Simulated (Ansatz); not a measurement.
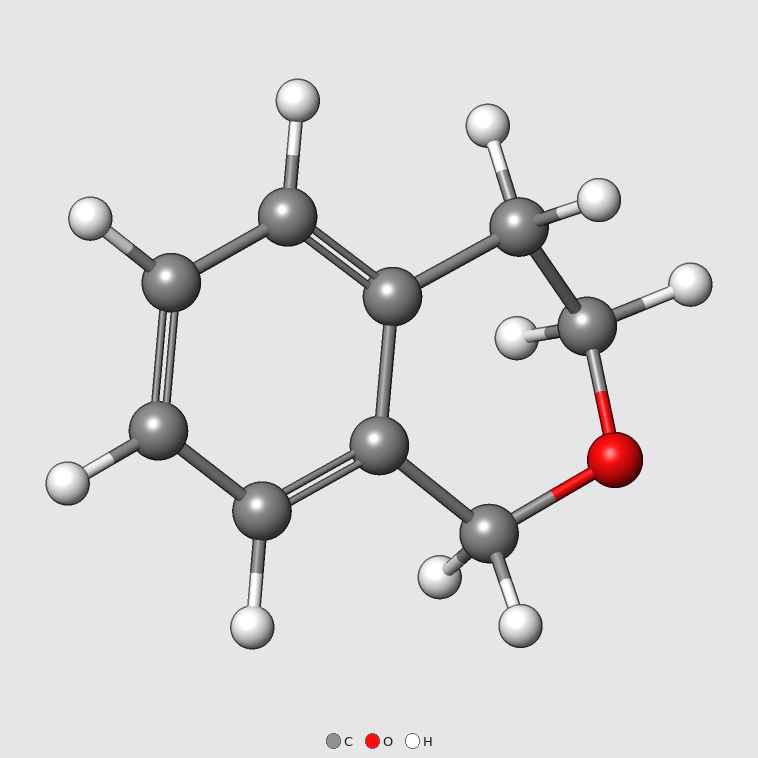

Source: calculation with Ansatz.

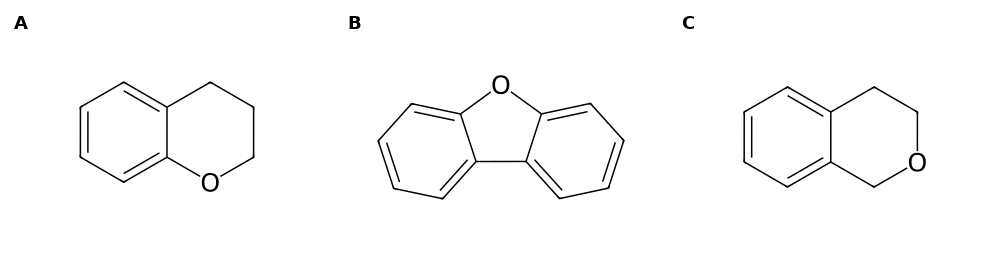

### The first picture shows one of the molecules drawn in the second. Which?

C, `c1ccc2c(c1)CCOC2`.
